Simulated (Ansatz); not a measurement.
**AlH2Cl + HF: a complex and its separated parts**

The complex below is one end of an elementary step. How strongly is it bound against its free parts?

The runs use Ansatz 0.2.0, Gaussian basis; PBE0-D4/def2-TZVP structures, single points in def2-TZVPP, no counterpoise correction.

Levels: SPW92, PBE-D4, BLYP-D4, r2SCAN-D4, B97M-V, PBE0-D4, B3LYP-D4, r2SCAN0-D4, BHLYP-D4, CAM-B3LYP-D4, wB97X-V, wB97M-V, B2PLYP, PBE-QIDH, RPA on PBE, Hartree-Fock, MP2, CCSD, CCSD(T).

Correlated methods freeze the cores. B3LYP uses VWN-RPA correlation. B2PLYP carries no dispersion term here.

78 further runs of the same task are left out: 78 set aside as unsound or not needed.

## 1. Where the work starts

The complex: 6 atoms, charge 0, spin multiplicity 1.

Atoms are counted from 1 here; the program's logs count them from 0.

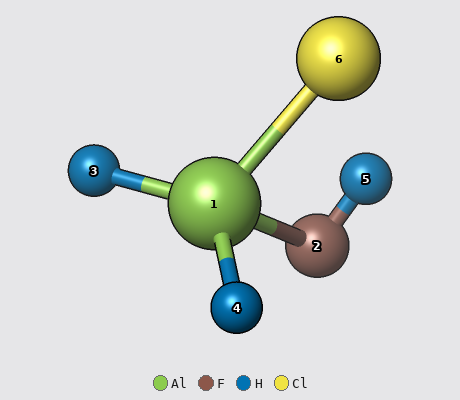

Start geometry, drawn with aluminium green, fluorine brown, hydrogen blue, chlorine yellow; atoms are numbered from 1 in the order of the file.

Coordinates:

```
Al   -0.2093    0.3874   -0.5237
F    -0.5413   -0.7153    1.1470
H    -0.9073   -0.4574   -1.6532
H    -0.6005    1.8437   -0.0734
H     0.3973   -0.8924    1.2229
Cl    1.8611   -0.1659   -0.1197
```

Its parts: AlH2Cl holds atoms 1, 3, 4, 6; HF holds atoms 2, 5. Each part counts its atoms afresh in its own runs.

## 2. Relaxing AlH2Cl alone

The input, relax-a/in.yaml:

```yaml
crystal:
  periodic: [false, false, false]
  atoms:
    - {symbol: Al, position_ang: [-0.209297, 0.387364, -0.523651]}
    - {symbol: H, position_ang: [-0.907291, -0.457435, -1.653203]}
    - {symbol: H, position_ang: [-0.600544, 1.843736, -0.073444]}
    - {symbol: Cl, position_ang: [1.861119, -0.165931, -0.119674]}
basis:
  gaussian: {orbitals: def2-TZVP}
hamiltonian: {xc: pbe0, dispersion: d4}
relax: {f_tol: 0.005, max_steps: 200}
```

Command:

```
> ansatz run in.yaml --threads 2 --pin off --events-out ev --progress --plain --max-ram 4352MiB
```

After this run come: Relaxing HF alone; SPW92/def2-TZVPP; PBE-D4/def2-TZVPP; BLYP-D4/def2-TZVPP; r2SCAN-D4/def2-TZVPP; B97M-V/def2-TZVPP; PBE0-D4/def2-TZVPP; B3LYP-D4/def2-TZVPP; r2SCAN0-D4/def2-TZVPP; BHLYP-D4/def2-TZVPP; CAM-B3LYP-D4/def2-TZVPP; wB97X-V/def2-TZVPP; wB97M-V/def2-TZVPP; B2PLYP/def2-TZVPP; PBE-QIDH/def2-TZVPP; RPA on PBE/def2-TZVPP; CCSD(T)/def2-TZVPP; Vibrations of AlH2Cl; Vibrations of HF.

Before running it: what results should come out? Wanted: complex less parts, CCSD(T)/def2-TZVPP; with zero-point energy; largest T1 diagnostic.

**Answer**, as computed:

| quantity | value |
| --- | --- |
| complex less parts, CCSD(T)/def2-TZVPP | -52.5 kJ/mol |
| with zero-point energy | -43.6 kJ/mol |
| largest T1 diagnostic | 0.009 |

In words: At CCSD(T) the complex lies 52.5 kJ/mol below its parts. Among the functionals BLYP-D4 lands nearest to CCSD(T) (-1.1 kJ/mol) and SPW92 farthest (-37.8 kJ/mol). Mean unsigned error by rung: LDA 37.8, GGA 5.2, meta-GGA 9.0, hybrid 4.6, range-separated hybrid 7.0, double hybrid 2.4 kJ/mol. PBE-D4 gives a relative energy 9.3 kJ/mol too low, outside chemical accuracy (1 kcal/mol, 4.2 kJ/mol). No counterpoise was applied, and triple zeta lacks some correlation, so the CCSD(T) reference has a basis error of its own, and close matches with it are partly luck.
